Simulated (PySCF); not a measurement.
C8H5FSSe, SMILES Fc1ccsc1-c1ccc[se]1, singlet, GFN2-xTB optimised geometry. Atoms within 1.6 Å of the plane z = 0.0 Å (x, y, z in Å): F1 (2.48, 0.58, 0.00), C2 (1.80, -0.58, 0.00), C3 (2.41, -1.85, 0.00), C4 (1.48, -2.84, 0.00), S5 (-0.13, -2.24, 0.00), C6 (0.43, -0.59, 0.00), C7 (-0.44, 0.54, 0.00), C8 (-1.81, 0.54, 0.00), C9 (-2.40, 1.82, 0.00), C10 (-1.52, 2.86, 0.00), Se11 (0.24, 2.30, 0.00), H12 (3.47, -2.00, 0.00), H13 (1.64, -3.90, 0.00), H14 (-2.38, -0.37, 0.00), H15 (-3.47, 1.96, 0.00), H16 (-1.77, 3.90, 0.00).

Level of theory: CAM-B3LYP/def2-TZVP (PySCF). Cells within 0.4 Å of a nucleus heavier than hydrogen are left out (blank, or x).

Map of the Laplacian of the electron density (e/bohr⁵), clipped to [-1.50, 1.50] on the plane z = 0.0 Å:

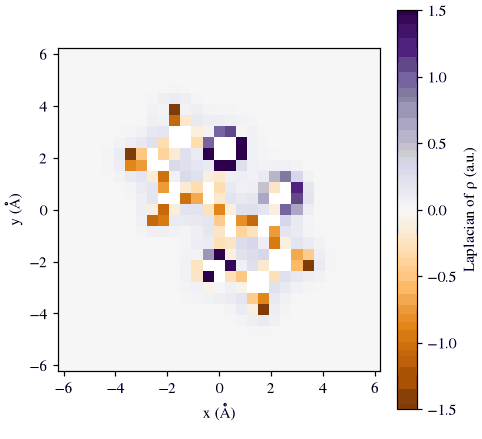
Fig. 1. Laplacian of the electron density (e/bohr⁵), clipped to [-1.50, 1.50] on the plane z = 0.0 Å.
